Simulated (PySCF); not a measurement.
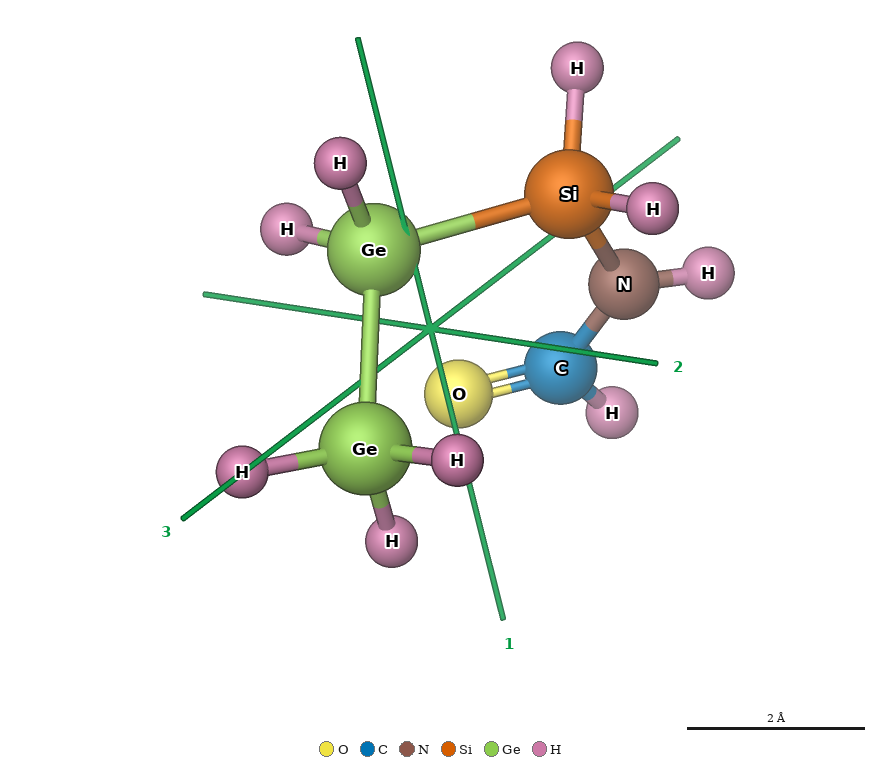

The three principal axes of inertia are drawn and numbered. Atoms fade into the background with distance from the viewer. The computed structure is the end point of a PBE0-D3(BJ)/def2-SVP optimisation. No frequency run is at hand to confirm it as a minimum. Masses are those of the most abundant isotopes; constants are for the rigid equilibrium geometry.

> Which line is the a axis (least moment of inertia), which b and which c?

a is line 3, b is line 1, c is line 2; the moments are 304, 647, 802 u Å².

> Classify the rotor and give the rotational constants (cm⁻¹).

An asymmetric top (C1): A = 0.0555, B = 0.0260, C = 0.0210 cm⁻¹. Ray's parameter κ is −0.71, nearer the prolate limit.
